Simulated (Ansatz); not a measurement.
AlGeH4O2F3: several calculations on one system

### Relaxation

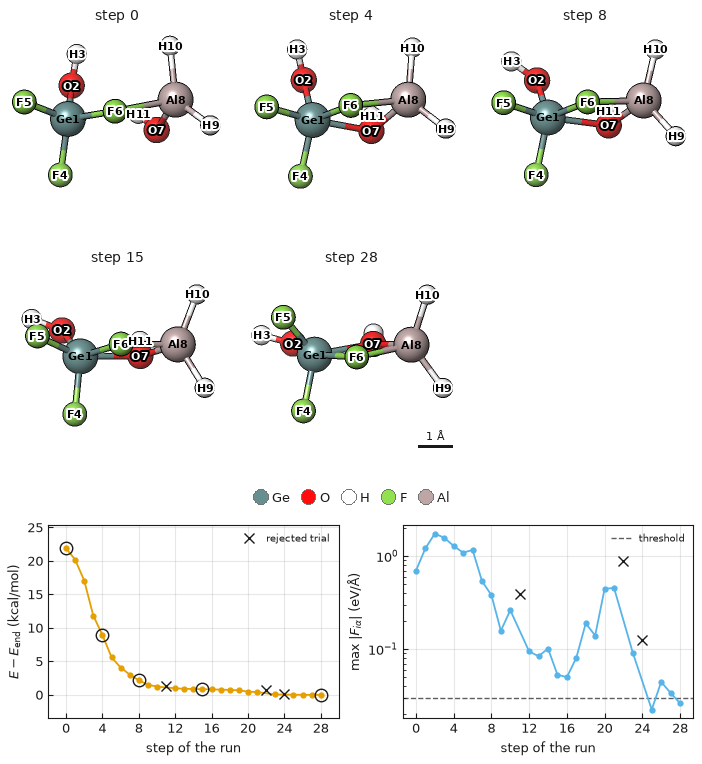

Frames of a relaxation of AlGeH$_{4}$O$_{2}$F$_{3}$, marked on the history of the run. The picture is a ball-and-stick view, seen from a free direction.

The run prepares an end point of a later path (reaction) calculation, from a guessed geometry.

Theory: RKS PBE/def2-SVP in Ansatz.

The input:
```yaml
crystal:
  periodic: [false, false, false]
  atoms:
    - { symbol: Ge, position_ang: [-0.020497, 0.048693, 0.09266] }
    - { symbol: O, position_ang: [-0.060044, 0.102463, 1.856286] }
    - { symbol: H, position_ang: [-0.909439, -0.254322, 2.18964] }
    - { symbol: F, position_ang: [1.45166, 0.620231, -0.569203] }
    - { symbol: F, position_ang: [-1.297092, 0.978787, -0.604587] }
    - { symbol: F, position_ang: [-0.409764, -1.582799, -0.565114] }
    - { symbol: O, position_ang: [1.603137, -2.138355, 1.2414] }
    - { symbol: Al, position_ang: [0.293135, -3.143762, 0.628451] }
    - { symbol: H, position_ang: [0.712365, -4.216805, -0.46678] }
    - { symbol: H, position_ang: [-1.01644, -3.23611, 1.56415] }
    - { symbol: H, position_ang: [1.408679, -1.54902, 2.011396] }
basis:
  gaussian: { orbitals: def2-SVP }
hamiltonian:
  xc: pbe
relax:
  f_tol: 0.03
  max_steps: 50
```

Command:
```bash
ansatz run input.yaml --threads 4 --pin off --max-ram 5120MiB --backend cpu --events-out ev --progress --plain --runs-dir out
```

Question: What happens along the run?

Answer: The atom that moves furthest after the best rigid fit is H3 (2.00 Å). Largest moves by element: H 2.00 Å, F 1.15 Å, O 1.04 Å, Ge 0.53 Å, Al 0.50 Å. Among the contacts that change: Ge1–O7 2.956 → 1.879 Å, F6–Al8 2.087 → 1.815 Å, Ge1–F6 1.802 → 2.061 Å, O7–Al8 1.761 → 1.919 Å. New bonds form, among them: Ge1–O7 (2.96 → 1.88 Å). Among the angles between lasting bonds that change: O2–Ge1–F6 112.8° → 161.6°, F4–Ge1–F6 110.3° → 86.6°, Al8–O7–H11 117.7° → 139.3°. Groups turn about Ge1–O2 by about 90°, O7–Al8 by about 75°, F6–Al8 by about 25°. Over 25 accepted moves (28 points after the start) the energy falls by 21.9 kcal/mol. Largest force component: 0.7 eV/Å at the start, 0.026 eV/Å at the end. The line search rejected the trial steps at points 11, 22, 24 of the run. From step 0 to 4: O7 moves most (0.68 Å), energy −12.9 kcal/mol. From step 4 to 8: H3 moves most (0.70 Å), energy −6.78 kcal/mol. From step 8 to 15: H3 moves most (0.62 Å), energy −1.33 kcal/mol. From step 15 to 28: F5 moves most (0.73 Å), energy −0.84 kcal/mol.

```csv
step,"E − E(0), kcal/mol","largest force component, eV/Å",note
0,0.00,0.6994,
1,-1.69,1.2145,
2,-4.82,1.7453,
3,-10.06,1.5739,
4,-12.94,1.2854,
5,-16.27,1.0890,
6,-17.81,1.1657,
7,-18.86,0.5384,
8,-19.72,0.3803,
9,-20.37,0.1576,
10,-20.66,0.2623,
11,-20.50,0.3899,rejected
12,-20.91,0.0944,
13,-20.98,0.0840,
14,-21.01,0.1016,
15,-21.05,0.0531,
16,-21.07,0.0500,
17,-21.11,0.0808,
18,-21.14,0.1893,
19,-21.21,0.1400,
20,-21.40,0.4454,
21,-21.48,0.4549,
22,-21.18,0.8889,rejected
23,-21.83,0.0909,
24,-21.81,0.1249,rejected
25,-21.87,0.0225,
26,-21.88,0.0445,
27,-21.89,0.0339,
28,-21.89,0.0263,
```

### Relaxation

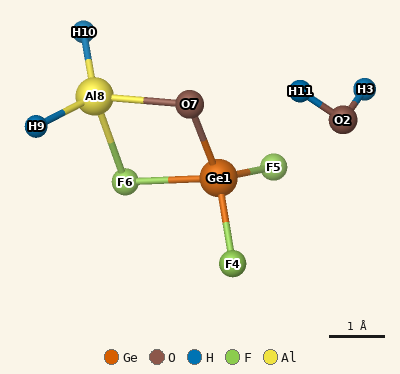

This is the input geometry for a relaxation of AlGeH$_{4}$O$_{2}$F$_{3}$. The picture is a ball-and-stick view, seen at a tilt.

The run prepares an end point of a later path (reaction) calculation, from a guessed geometry.

The calculation used Ansatz, RKS PBE/def2-SVP.

Input
```yaml
crystal:
  periodic: [false, false, false]
  atoms:
    - { symbol: Ge, position_ang: [0.111448, -0.630528, -0.040222] }
    - { symbol: O, position_ang: [0.643021, 0.655279, 2.561866] }
    - { symbol: H, position_ang: [-0.276049, 0.779614, 2.871434] }
    - { symbol: F, position_ang: [1.310878, 0.329011, -0.817785] }
    - { symbol: F, position_ang: [-1.357238, 0.274316, -0.005151] }
    - { symbol: F, position_ang: [-0.250928, -2.00146, -1.264697] }
    - { symbol: O, position_ang: [0.46945, -1.867354, 1.147801] }
    - { symbol: Al, position_ang: [0.135724, -3.388602, 0.129617] }
    - { symbol: H, position_ang: [1.455072, -4.13652, -0.357541] }
    - { symbol: H, position_ang: [-1.268931, -4.065265, 0.459007] }
    - { symbol: H, position_ang: [0.783254, -0.31949, 2.693972] }
basis:
  gaussian: { orbitals: def2-SVP }
hamiltonian:
  xc: pbe
relax:
  f_tol: 0.03
  max_steps: 50
```

Launched with:
```bash
ansatz run input.yaml --threads 4 --pin off --max-ram 5120MiB --backend cpu --events-out ev --progress --plain --runs-dir out
```

**Predict the outcome.**

Over 8 geometry steps the energy falls by 12.2 kcal/mol. The largest force component goes from 0.92 to 0.014 eV/Å. H3 moves most after the best rigid fit: 0.52 Å. By element the largest moves are H 0.52 Å, O 0.50 Å, Ge 0.36 Å, F 0.30 Å, Al 0.05 Å. Some distances before and after: Ge1–O2 2.951 → 2.125 Å, F6–Al8 2.004 → 1.935 Å, Ge1–F6 1.874 → 1.926 Å, Ge1–F5 1.725 → 1.743 Å. New bonds form, among them: Ge1–O2 (2.95 → 2.13 Å). Among the angles between lasting bonds that change: F4–Ge1–F6 104.3° → 97.3°, F5–Ge1–F6 103.4° → 96.7°, H3–O2–H11 102.4° → 106.2°.

The structure at the end:

```xyz
11

Ge    0.1739   -0.5962    0.3132
O     0.5878    0.4784    2.0992
H    -0.2451    0.9174    2.3732
F     1.3383    0.3193   -0.5775
F    -1.3526    0.2452    0.2969
F    -0.2536   -1.8632   -1.0730
O     0.5025   -1.9987    1.2920
Al    0.1359   -3.3609    0.0885
H     1.4398   -4.0827   -0.4841
H    -1.2473   -4.1050    0.3828
H     0.6759   -0.3246    2.6671
```

After the run, drawn alike:

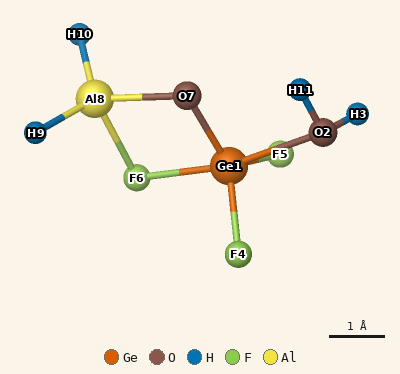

Limits of the set-up: the start holds two separate molecules, 2.2 Å apart at their closest, whose relative position is a soft coordinate and is computed without a dispersion correction.

### Path

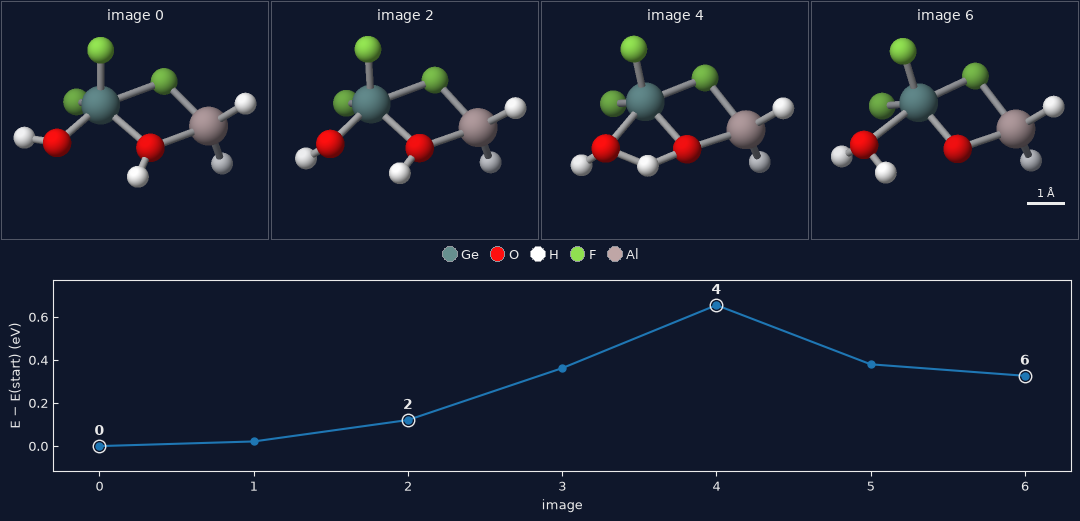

A nudged-elastic-band calculation for AlGeH$_{4}$O$_{2}$F$_{3}$. Images are numbered from 0 (start) to 6 (end). A ball-and-stick model, seen at a tilt.

Theory: RKS PBE/def2-SVP in Ansatz 0.2.0. Run with 5 movable images; climbing image; force threshold 0.05 eV/Å; iteration limit 60; starting path through a guess of the saddle point.

> What happens along the path, and what is the barrier?

A hydrogen atom shifts from one atom to another. Breaking: H–O (0.98 → 2.17 Å). Forming: H–O (2.41 → 0.99 Å). Forward barrier 0.66 eV, backward barrier 0.33 eV, with image 4 at the top; the reaction energy is +0.33 eV. The band converged in 30 iterations. The largest component of the band force went from 16 to 0.035 eV/Å. The climbing image converged on the top of the path. Its vibrational analysis gives one imaginary mode (1010i cm⁻¹), as a transition state must have.

The run took 4.9 min on 4 threads of Arm Neoverse V2, with other jobs on the host, peak memory 0.22 GiB.
